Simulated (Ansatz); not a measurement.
**linear Y chain: period, moment and channels by functional**

How many channels does the linear Y chain carry, and how sure is the answer?

Method: DFT PBE, plane waves, PAW; relaxation of a chain's period, in the first sound run; inputs show where later runs differ, in Ansatz 0.2.0.

## (1) Set-up

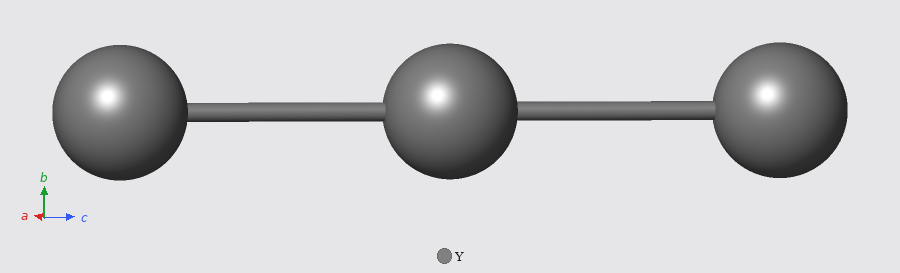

Start, viewed from the side, with the c axis across the page; yttrium grey. 1×1×2 cells are drawn. Some periodic images of atoms are drawn too.

The cell holds 1 atom: 1 Y. Its edges and angles: a = 12.000 Å, b = 12.000 Å, c = 3.534 Å, α = 90.0°, β = 90.0°, γ = 90.0°. Vacuum lies along a and b. The structure's axis is c.

## (2) The relaxed wire, level PBE, cutoff 420 eV

Band widths follow the bond lengths, so the chain is relaxed first. The atoms and the third cell vector are free; the box across stays fixed as vacuum. Moments are seeded so that a magnetic state can form if it lies lower. A Fermi-Dirac smearing is set since the result may be a metal. The pressure printed is a third of the stress's trace over the whole box, vacuum included; only the stress along the axis is relaxed.

Input file input.yaml:

```yaml
crystal:
  lattice:
    - [12.0, 0.0, 0.0]
    - [0.0, 12.0, 0.0]
    - [0.0, 0.0, 3.534]
  atoms:
    - { symbol: "Y", position: [0.5, 0.5, 0.0], spin: 1.0 }
magnetization:
  spin_polarized: true
kpoints:
  mp_grid: { grid: [1, 1, 23] }
scf:
  occupations: { method: fermi_dirac, width: 0.05 }
hamiltonian:
  xc: pbe
relax:
  cell: { fix: [a, b, alpha, beta, gamma] }
  max_steps: 60
```

The run is started by

```console
$ ansatz run input.yaml --threads 8 --pin off --max-ram 16384MiB --backend cpu --events-out ev --progress --plain --runs-dir out
```

Numbers of over 12 decimals in the logs are rounded to 6 here.

The program printed:

```text
Engine: ansatz 0.2.0, aarch64-unknown-linux-gnu
Pseudopotentials: kind: paw
Pseudopotential: Y, paw, valence charge 11, recommended cutoff 420 eV (normal), Y.paw.azcp
Functional definition: PBE
  parameter kappa = 0.804
  parameter beta = 0.066725
  exchange = pbe_x(kappa = kappa, mu = beta*pi^2/3)
  correlation = pbe_c(beta = beta)
Crystal: 1 atoms, lattice volume = 508.896 Å³
Basis set: ecut = 420 eV, 9891 PW (Γ), exchange–correlation on 162×162×48 points (8 copies of the dense FFT grid, shifted against one another)
Bands: 10, of which v1, the nominal top of the filled ones, is band 6 counted from 1 (5 counted from 0)
Symmetry: 16 space group operations
Space group: P4/mmm (ITA 123), of the structure as read, at distance tolerance 8.0e-5 Å
Magnetic group: BNS 123.339 (UNI 999), of the structure as read, at distance tolerance 8.0e-5 Å
k-points: 12 of 23
Non-local potential: Y, projectors of the file, l = 0: 3, l = 1: 2, l = 2: 2, l = 3: 1
PAW form: soft (Blöchl's): semilocal exchange-correlation on the pseudo side does not see the compensation charge
PAW one-centre angular grid: Y, 590 points (default); XC on 64 Gauss nodes
Initial density: superposition of atomic densities (neutral atoms: chi_scale 0, normalization atom)
Starting moments: Σ|m| = 1 μB on 1 of 1 site
Initial wavefunctions: pseudopotential atomic-orbital guess
Functional: x = pbe(κ = 0.804, μ = 0.219515), c = pbe(β = 0.066725)
SCF iter   1: F=—  HF=-3845.651844 eV  |F-HF|=—  |Δ(HF+E_count)|=         —  Δρ=5.91e-3 (↑5.91e-3 ↓3.14e-3)  dr2=1.01e0  dr2_m=1.77e-2  M=1.183 μB ∫|m|=1.183 μB  β_m=0.30  ethr=3.10e-3  ⟨swp⟩=5.5  Hψ=1552  notcnv=0
Mixer restart at iter 1: flushing history
preconditioner: auto → LDOS  [metal: Δε(μ)=0.016 eV  Ē_g=1.823 eV  σ=0.050 eV  W_gap=0.08  n_scr=20 (ndim 8)  ℏωp=2.9 eV  f_vac=0.722  D(μ)=3.87/eV (n_scr^D=20)]
spin=Collinear: LDOS preconditioning applied to the charge; magnetization (m = ρ↑ − ρ↓) channel mixes plain (no charge-response kernel on spin).
SCF iter   2: F=—  HF=-3845.588464 eV  |F-HF|=—  |Δ(HF+E_count)|=   6.34e-2  Δρ=4.48e-3 (↑4.48e-3 ↓2.19e-3)  dr2=5.78e-1  dr2_m=1.18e-2  M=1.267 μB ∫|m|=1.267 μB  β_m=0.65  ethr=3.10e-3  ⟨swp⟩=1.5  Hψ=460  notcnv=0
SCF iter   3: F=—  HF=-3845.526864 eV  |F-HF|=—  |Δ(HF+E_count)|=   6.16e-2  Δρ=1.20e-3 (↑1.20e-3 ↓1.11e-3)  dr2=1.61e-2  dr2_m=1.36e-3  M=1.534 μB ∫|m|=1.534 μB  β_m=0.82  ethr=3.10e-3  ⟨swp⟩=5.6  Hψ=2378  notcnv=0
automatic band count: the SCF goes on with 14 bands, as 10 were too few: the levels above may hold too much charge
SCF iter   4: F=—  HF=-3845.565015 eV  |F-HF|=—  |Δ(HF+E_count)|=         —  Δρ=3.41e-4 (↑3.41e-4 ↓2.92e-4)  dr2=5.11e-3  dr2_m=2.83e-5  M=1.578 μB ∫|m|=1.578 μB  β_m=0.82  ethr=1.46e-4  ⟨swp⟩=2.5  Hψ=801  notcnv=0  defer=5
SCF iter   5: F=—  HF=-3845.565316 eV  |F-HF|=—  |Δ(HF+E_count)|=   3.01e-4  Δρ=1.77e-4 (↑1.10e-4 ↓1.77e-4)  dr2=2.64e-4  dr2_m=7.13e-5  M=1.585 μB ∫|m|=1.585 μB  β_m=0.91  ethr=4.65e-5  ⟨swp⟩=2.1  Hψ=550  notcnv=0  defer=5
SCF iter   6: F=—  HF=-3845.565861 eV  |F-HF|=—  |Δ(HF+E_count)|=   5.45e-4  Δρ=6.68e-5 (↑6.68e-5 ↓5.68e-5)  dr2=1.31e-5  dr2_m=1.60e-5  M=1.578 μB ∫|m|=1.578 μB  β_m=0.96  ethr=2.40e-6  ⟨swp⟩=2.5  Hψ=615  notcnv=0  defer=5
SCF iter   7: F=—  HF=-3845.565983 eV  |F-HF|=—  |Δ(HF+E_count)|=   1.22e-4  Δρ=1.58e-5 (↑1.58e-5 ↓1.56e-5)  dr2=2.01e-6  dr2_m=7.28e-7  M=1.574 μB ∫|m|=1.574 μB  β_m=0.96  ethr=1.19e-7  ⟨swp⟩=2.4  Hψ=642  notcnv=0  defer=5
SCF iter   8: F=—  HF=-3845.565987 eV  |F-HF|=—  |Δ(HF+E_count)|=   3.88e-6  Δρ=6.42e-6 (↑5.95e-6 ↓6.42e-6)  dr2=3.02e-7  dr2_m=1.56e-7  M=1.574 μB ∫|m|=1.574 μB  β_m=0.98  ethr=1.83e-8  ⟨swp⟩=2.1  Hψ=439  notcnv=0  defer=5
SCF iter   9: F=—  HF=-3845.565989 eV  |F-HF|=—  |Δ(HF+E_count)|=   1.73e-6  Δρ=2.29e-6 (↑1.52e-6 ↓2.29e-6)  dr2=4.52e-8  dr2_m=1.47e-8  M=1.575 μB ∫|m|=1.575 μB  β_m=0.99  ethr=2.75e-9  ⟨swp⟩=2.4  Hψ=520  notcnv=0  defer=5
SCF iter  10: F=—  HF=-3845.565989 eV  |F-HF|=—  |Δ(HF+E_count)|=   1.42e-7  Δρ=6.71e-7 (↑6.71e-7 ↓5.50e-7)  dr2=2.99e-9  dr2_m=1.17e-9  M=1.575 μB ∫|m|=1.575 μB  β_m=0.97  ethr=4.11e-10  ⟨swp⟩=2.0  Hψ=481  notcnv=0  defer=5
SCF iter  11: F=-3845.565989 eV  HF=-3845.565989 eV  |F-HF|=1.51e-10  |Δ(HF+E_count)|=   5.45e-9  Δρ=1.03e-7 (↑1.03e-7 ↓7.62e-8)  dr2=8.07e-11  dr2_m=2.02e-11  M=1.575 μB ∫|m|=1.575 μB  ethr=2.71e-11  ⟨swp⟩=1.7  Hψ=912  notcnv=0
SCF 1 converged in 11 iterations: F = -3845.565989 eV  dr2 = 8.07e-11
  greatest PAW one-centre occupation: 0.994 electrons in one spin orbital (limit 2), on the Y atom at site 0 (counted from 0), in its partial waves of l = 0
relax step   1: F+E_penalty+E_count = -3845.56598877 eV  Δ(F+E_penalty+E_count) = +0.000e0 eV  max|allowed force component| = 0.000e0 eV/Å  Δτ_max = 0.0000 Å  P = -0.218 GPa  Ω = 508.896 Å³  fix = [a, b, alpha, beta, gamma]  reactions: a -0.003, b -0.003 GPa  (11 SCF iters, dr2 threshold 1.00e-7 eV, accepted)
Crystal: 1 atoms, lattice volume = 499.214 Å³
Basis set: ecut = 420 eV, 9779 PW (Γ), exchange–correlation on 162×162×48 points (8 copies of the dense FFT grid, shifted against one another)
Bands: 14, of which v1, the nominal top of the filled ones, is band 6 counted from 1 (5 counted from 0)
Initial density: handed on by an earlier stage of this run
Starting moments: Σ|m| = 1 μB on 1 of 1 site; this step starts from the density that it was given
Initial wavefunctions: those handed on with the density
iter 1 solved again at ethr=1.61e-5 eV; its pass at ethr=3.10e-3 eV (dr2=1.77e-3 eV) is discarded
SCF iter   1: F=—  HF=-3845.602087 eV  |F-HF|=—  |Δ(HF+E_count)|=         —  Δρ=3.33e-4 (↑3.33e-4 ↓1.49e-4)  dr2=1.85e-3  dr2_m=1.25e-4  M=1.592 μB ∫|m|=1.592 μB  β_m=0.65  ethr=1.61e-5  ⟨swp⟩=1.2  Hψ=2042  notcnv=0
preconditioner: auto → LDOS  [metal: Δε(μ)=0.091 eV  Ē_g=2.959 eV  σ=0.050 eV  W_gap=0.40  n_scr=12 (ndim 8)  ℏωp=2.9 eV  f_vac=0.733  D(μ)=2.43/eV (n_scr^D=8)]
spin=Collinear: LDOS preconditioning applied to the charge; magnetization (m = ρ↑ − ρ↓) channel mixes plain (no charge-response kernel on spin).
SCF iter   2: F=—  HF=-3845.603080 eV  |F-HF|=—  |Δ(HF+E_count)|=   9.93e-4  Δρ=1.95e-4 (↑1.95e-4 ↓8.53e-5)  dr2=4.52e-4  dr2_m=4.96e-5  M=1.609 μB ∫|m|=1.609 μB  β_m=0.65  ethr=1.61e-5  ⟨swp⟩=2.2  Hψ=526  notcnv=0
SCF iter   3: F=—  HF=-3845.603320 eV  |F-HF|=—  |Δ(HF+E_count)|=   2.40e-4  Δρ=7.41e-5 (↑7.41e-5 ↓6.27e-5)  dr2=4.14e-5  dr2_m=1.06e-5  M=1.626 μB ∫|m|=1.626 μB  β_m=0.82  ethr=4.11e-6  ⟨swp⟩=2.3  Hψ=535  notcnv=0
[...]
SCF iter  49: F=—  HF=-3845.717853 eV  |F-HF|=—  |Δ(HF+E_count)|=   1.14e-5  Δρ=6.68e-6 (↑6.68e-6 ↓2.72e-6)  dr2=1.06e-7  dr2_m=6.80e-8  M=0.126 μB ∫|m|=0.126 μB  β_m=0.04  ethr=1.28e-11  ⟨swp⟩=5.8  Hψ=875  notcnv=0
SCF iter  50: F=—  HF=-3845.717857 eV  |F-HF|=—  |Δ(HF+E_count)|=   4.33e-6  Δρ=9.49e-6 (↑9.49e-6 ↓3.24e-6)  dr2=2.17e-7  dr2_m=1.25e-7  M=0.111 μB ∫|m|=0.111 μB  β_m=0.01  ethr=1.28e-11  ⟨swp⟩=5.2  Hψ=797  notcnv=0
SCF iter  51: F=—  HF=-3845.717851 eV  |F-HF|=—  |Δ(HF+E_count)|=   6.51e-6  Δρ=6.17e-6 (↑6.17e-6 ↓1.92e-6)  dr2=9.87e-8  dr2_m=5.03e-8  M=0.135 μB ∫|m|=0.135 μB  β_m=0.01  ethr=1.28e-11  ⟨swp⟩=5.7  Hψ=845  notcnv=0
SCF iter  52: F=—  HF=-3845.717865 eV  |F-HF|=—  |Δ(HF+E_count)|=   1.45e-5  Δρ=1.48e-5 (↑1.48e-5 ↓4.81e-6)  dr2=6.11e-7  dr2_m=2.56e-7  M=0.092 μB ∫|m|=0.092 μB  β_m=0.02  ethr=1.28e-11  ⟨swp⟩=5.9  Hψ=887  notcnv=0  recentre
SCF iter  53: F=—  HF=-3845.717866 eV  |F-HF|=—  |Δ(HF+E_count)|=   1.16e-6  Δρ=1.85e-5 (↑1.85e-5 ↓5.47e-6)  dr2=1.28e-6  dr2_m=3.07e-7  M=0.089 μB ∫|m|=0.089 μB  β_m=0.02  ethr=1.28e-11  ⟨swp⟩=3.9  Hψ=747  notcnv=0
SCF iter  54: F=—  HF=-3845.717882 eV  |F-HF|=—  |Δ(HF+E_count)|=   1.54e-5  Δρ=2.96e-5 (↑2.96e-5 ↓1.11e-5)  dr2=4.42e-6  dr2_m=4.68e-7  M=0.062 μB ∫|m|=0.062 μB  β_m=0.01  ethr=1.28e-11  ⟨swp⟩=6.0  Hψ=852  notcnv=0  recentre
SCF iter  55: F=—  HF=-3845.717856 eV  |F-HF|=—  |Δ(HF+E_count)|=   2.61e-5  Δρ=8.23e-6 (↑8.23e-6 ↓3.25e-6)  dr2=1.39e-7  dr2_m=1.07e-7  M=0.116 μB ∫|m|=0.116 μB  β_m=0.01  ethr=1.28e-11  ⟨swp⟩=5.8  Hψ=971  notcnv=0
SCF iter  56: F=—  HF=-3845.717871 eV  |F-HF|=—  |Δ(HF+E_count)|=   1.59e-5  Δρ=2.12e-5 (↑2.12e-5 ↓6.50e-6)  dr2=1.77e-6  dr2_m=3.77e-7  M=0.079 μB ∫|m|=0.079 μB  ethr=1.28e-11  ⟨swp⟩=1.0  Hψ=1359  notcnv=0
Mixer restart at iter 56: flushing history
iteration 56: the SCF's residuals had fallen too slowly under its mixing. It goes on by minimising its free energy, and can end on another state than longer mixing would; under `scf.algorithm: density_mixing` no SCF does so, but by `scf.convergence.dm_fallback`
SCF iter  57: F=—  HF=-3845.717880 eV  |F-HF|=—  |Δ(HF+E_count)|=   8.16e-6  Δρ=7.95e-6 (↑7.95e-6 ↓7.03e-6)  dr2=3.30e-8  dr2_m=2.17e-7  M=0.067 μB ∫|m|=0.067 μB  ethr=1.28e-11  ⟨swp⟩=3.4  Hψ=2937  notcnv=0
SCF iter  58: F=—  HF=-3845.717910 eV  |F-HF|=—  |Δ(HF+E_count)|=   3.07e-5  Δρ=7.21e-6 (↑7.21e-6 ↓7.01e-6)  dr2=1.07e-6  dr2_m=4.34e-9  M=0.004 μB ∫|m|=0.004 μB  ethr=1.28e-11  ⟨swp⟩=3.7  Hψ=1999  notcnv=0
SCF iter  59: F=—  HF=-3845.717910 eV  |F-HF|=—  |Δ(HF+E_count)|=   3.30e-7  Δρ=1.28e-6 (↑1.28e-6 ↓1.18e-6)  dr2=1.76e-8  dr2_m=1.80e-9  M=0.004 μB ∫|m|=0.004 μB  ethr=1.28e-11  ⟨swp⟩=2.5  Hψ=1383  notcnv=0
SCF iter  60: F=—  HF=-3845.717910 eV  |F-HF|=—  |Δ(HF+E_count)|=   6.64e-8  Δρ=6.52e-7 (↑4.24e-7 ↓6.52e-7)  dr2=8.04e-10  dr2_m=1.07e-9  M=0.003 μB ∫|m|=0.003 μB  ethr=1.28e-11  ⟨swp⟩=2.2  Hψ=1326  notcnv=0
SCF iter  61: F=—  HF=-3845.717910 eV  |F-HF|=—  |Δ(HF+E_count)|=   7.23e-8  Δρ=4.19e-7 (↑3.84e-7 ↓4.19e-7)  dr2=2.07e-9  dr2_m=9.14e-11  M=0.001 μB ∫|m|=0.001 μB  ethr=7.31e-12  ⟨swp⟩=2.2  Hψ=1376  notcnv=0
SCF iter  62: F=—  HF=-3845.717910 eV  |F-HF|=—  |Δ(HF+E_count)|=   4.18e-9  Δρ=9.43e-8 (↑9.43e-8 ↓9.09e-8)  dr2=1.48e-10  dr2_m=1.74e-12  M=0.000 μB ∫|m|=0.000 μB  ethr=7.31e-12  ⟨swp⟩=1.5  Hψ=1051  notcnv=0
SCF iter  63: F=—  HF=-3845.717910 eV  |F-HF|=—  |Δ(HF+E_count)|=  1.36e-11  Δρ=2.05e-8 (↑1.85e-8 ↓2.05e-8)  dr2=4.93e-12  dr2_m=5.64e-13  M=0.000 μB ∫|m|=0.000 μB  ethr=1.00e-12  ⟨swp⟩=4.5  Hψ=1365  notcnv=0
SCF iter  64: F=-3845.717910 eV  HF=-3845.717910 eV  |F-HF|=1.36e-12  |Δ(HF+E_count)|=  2.41e-11  Δρ=6.53e-9 (↑6.53e-9 ↓5.73e-9)  dr2=2.42e-13  dr2_m=1.28e-13  M=0.000 μB ∫|m|=0.000 μB  ethr=1.00e-12  ⟨swp⟩=4.5  Hψ=1288  notcnv=0
SCF iter  65: F=-3845.717910 eV  HF=-3845.717910 eV  |F-HF|=4.55e-13  |Δ(HF+E_count)|=  4.55e-13  Δρ=6.53e-9 (↑6.53e-9 ↓5.73e-9)  dr2=2.42e-13  dr2_m=1.28e-13  M=0.000 μB ∫|m|=0.000 μB  ethr=1.00e-12  ⟨swp⟩=4.0  Hψ=1159  notcnv=0
SCF 6 converged in 65 iterations: F = -3845.717910 eV  dr2 = 2.42e-13
relax step   6: F+E_penalty+E_count = -3845.71791005 eV  Δ(F+E_penalty+E_count) = +1.287e-5 eV  max|allowed force component| = 0.000e0 eV/Å  Δτ_max = 0.0000 Å  P = -0.006 GPa  Ω = 433.815 Å³  fix = [a, b, alpha, beta, gamma]  reactions: a -0.004, b -0.004 GPa  stress off target by 7.82e-3 GPa on what of the cell is left free  SCF on the basis re-selected at this cell (its energy is not comparable with the rows above)  (65 SCF iters)
basis re-selected at this cell: Δ(F+E_penalty+E_count) = +1.287e-5 eV, ΔP = -0.003 GPa vs the last step (what re-selecting the basis moved, of the pressure what is left beyond the Pulay correction that the steps carried, after the strain that the cell walked since its last selection, with what the two solves' SCF thresholds leave and, on support functions, any second-order correction that the steps lacked; it is no measure of the basis error at this ecutwfc). This SCF's stress stands 7.82e-3 GPa from its target on what of the cell is left free (relax.cell.stress_tol is 5.00e-2 GPa) and its largest allowed force component is 0.00e0 eV/Å (relax.f_tol is 1.00e-2 eV/Å): [rest of the remark cut]
SCF converged after 65 iterations
Stability not told: the SCF's own minimisation came to no verdict on its close; the lowest value that the minimisation read is 4.1e-2 (residual 2.8e-4): no lower mode is shown, and none is ruled out
Magnetization: 0.0000 μB (5.5000 up, 5.5000 down)
Absolute magnetization: 0.0000 μB (∫|ρ↑−ρ↓|, with the PAW one-centre terms)
Spin contamination: 0.0000 ħ² per cell (⟨S²⟩ above its minimum at these occupations)
Per-site moments (μB) at R_I (Å): [(1.5738747427485498e-5, 1.242699)]
Free energy (F): -3845.717910 eV
Harris-Foulkes:  -3845.717910 eV  (|F-HF|=4.55e-13)
Internal energy: -3845.695368 eV  (E = F + TS)
E sigma→0 (E₀):  -3845.706639 eV
Entropy (-TS):   -0.022542 eV (-22.542 meV/atom)
Fermi energy:    -1.840642 eV
--- Per-component energies (eV) ---
  E_band       = -250.792843
  E_kinetic    = 304.539349
  E_local      = -2001.501109  (includes V_loc(G=0)·N_el)
  E_nonlocal   = 51.331820
  E_hartree    = 822.110994
  E_xc         = -170.920943
  E_vxc        = -195.826867  (∫ρ·V_xc dr)
  E_paw        = -2825.598366  (= ΣΔE_a)
  E_vpaw       = -53.558049  (= ΣTr[D̂ρ^β])
  E_aug_tail   = 0.000003  (compensation charges beyond the density's cutoff)
  E_ewald      = -25.657116
  E_smearing   = -0.022542  (= −TS)
  E_closure    = -0.000000  (closes the sum)
  Σ components = -3845.717910   (vs F -3845.717910, Δ=0.00e0)
--- Forces (eV/Å), atoms counted from 1 ---
  atom   1  Y      0.00000000     0.00000000     0.00000000
  max |Σ_I F_I| component: 6.31e-30 eV/Å
--- Stress (GPa, compression-positive) ---
       -0.004413       0.000000       0.000000
        0.000000      -0.004413       0.000000
        0.000000       0.000000      -0.007815
  P = ⅓ Tr σ = -0.0055 GPa (-0.055 kbar)
--- Band table (eV; the first three rows and the last of 24) ---
  k-point 0 ↑: bands = [... 2 lower, -25.5631, -24.4713, -4.2281, -1.9814, -1.2797, -1.2721, -1.0726, -1.0726, ... 4 higher]
  k-point 1 ↑: bands = [... 2 lower, -25.5602, -24.4971, -4.1648, -1.9316, -1.2582, -1.2508, -1.0710, -1.0710, ... 4 higher]
  k-point 2 ↑: bands = [... 2 lower, -25.5518, -24.5722, -3.9812, -1.7801, -1.1944, -1.1873, -1.0728, -1.0728, ... 4 higher]
  k-point 11 ↓: bands = [... 2 lower, -25.4061, -25.4061, -2.3655, -2.3655, -0.1855, 0.2401, 0.2404, 0.7018, ... 4 higher]
--- Relaxed structure (5 steps of the walk, 5 accepted, 1 SCFs on fresh bases) ---
  F+E_penalty+E_count = -3845.71791005 eV   max|allowed force component| = 0.000e0 eV/Å   (the final SCF, on the basis selected at the relaxed cell)
  cell:  # Å, volume = 433.8148 Å³
    - [12.0, 0.0, 0.0]
    - [0.0, 12.0, 0.0]
    - [0.0, 0.0, 3.012603]
  atoms:
    - { symbol: Y, position: [0.5, 0.5, 0.0] }
```

The job ended after 57 s (8 threads of Arm Neoverse V1, shared host; peak memory 1 GiB; 7.1 min of CPU time).

The steps of the relaxation:

| step | energy less that of the first step (eV) | largest force component (eV/Å) | pressure (GPa) | volume (Å³) |
| --- | --- | --- | --- | --- |
| 1 | 0.0000 | 0.0000 | -0.22 | 508.90 |
| 2 | -0.0374 | 0.0000 | -0.20 | 499.21 |
| 3 | -0.1040 | 0.0000 | -0.08 | 474.41 |
| 4 | -0.1212 | 0.0000 | -0.11 | 458.62 |
| 5 | -0.1519 | 0.0000 | 0.00 | 433.81 |
| 6* | -0.1519 | 0.0000 | -0.01 | 433.81 |

Relaxation steps marked * repeat the geometry before them on a plane-wave basis chosen anew for their cell, so energy and pressure can jump there.

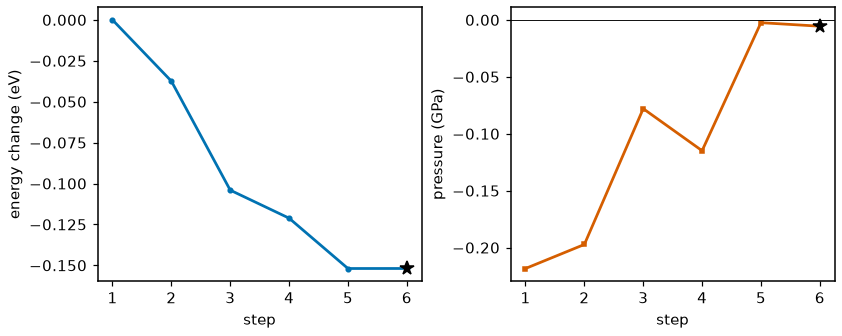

Energy and pressure along the relaxation. Stars mark steps on a basis chosen anew.

| cell as run | before | after | change |
| --- | --- | --- | --- |
| c (Å) | 3.534 | 3.013 | -14.8 % |

The relaxed structure:

```xyz
1
Lattice="12.0000 0.0000 0.0000 0.0000 12.0000 0.0000 0.0000 0.0000 3.0126" Properties=species:S:1:pos:R:3
Y     6.0000    6.0000    0.0000
```

Numbers from this step:

- energy at zero smearing: -3845.7066 eV
- cell length along the wire: 3.013 Å

The cell's length comes to 3.013 Å with no moment. That is -15 % against the start, more than a small adjustment.

The cell shrank by 14.8 % in its periodic edges.

[end of part 1 of 3]

[Logs are printed without paths, hosts, clocks, repeated set-up lines and the standing remarks that a program may print on its own settings, such as how far it seeks lower states.]

[Hosts, paths, dates, database ids (printed as entryN), source tags and the programs' standing remarks are cut or masked in the printed files.]
